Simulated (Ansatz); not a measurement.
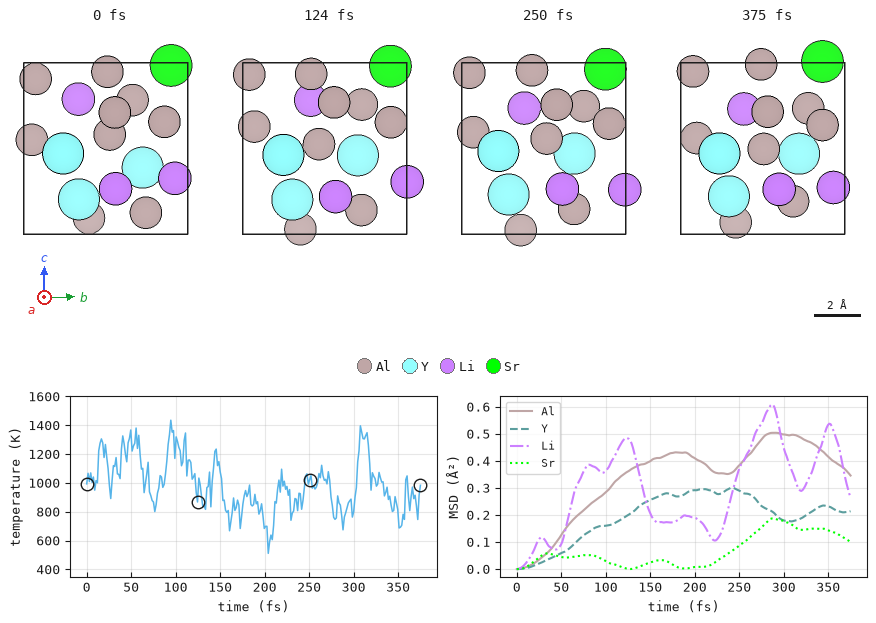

Molecular dynamics of an amorphous cell of composition SrLi$_{3}$Y$_{3}$Al$_{9}$ (16 atoms in the cell), 375 fs long. It starts from the last geometry of an earlier run, with fresh velocities. Frames and the history of the run. Style: spheres-only. Shown: the simulation cell, along the a axis.

The calculation used Ansatz 0.2.0, DFT PBE, scalar-relativistic, plane waves, PAW. Run with plane-wave cutoff 420 eV; k-point mesh 1 × 1 × 1; Fermi-Dirac smearing 0.0913 eV; volume 1.05 times that of the relaxed crystal; set temperature 1060 K; time step 1.5 fs.

### What happens in this trajectory?

Over the second half the temperature averages 921 K (spread ±160 K). The potential energy is still drifting at the end, so the run hasn't reached equilibrium. The potential energy in the second half lies on average 49.2 meV per atom below the first frame. The mean pressure there is −0.3 GPa. In the second half of the run the atoms are, in the root-mean-square, this far from where they began (common drift taken out): Al 0.65 Å, Li 0.60 Å, Y 0.49 Å, Sr 0.33 Å. Against the typical shortest distance between atoms in the first frame, about 2.6 Å these are large excursions, but over 375 fs one can't yet tell strong vibration from the start of diffusion.

Limits of the set-up: the k-point mesh is coarse for a cell with partly filled bands; the periodic images lie only 7.2 Å apart, so the values are limited by the cell's size.

The run took 5 min on 2 threads of Arm Neoverse V1, on a shared host, peak memory 0.48 GiB.
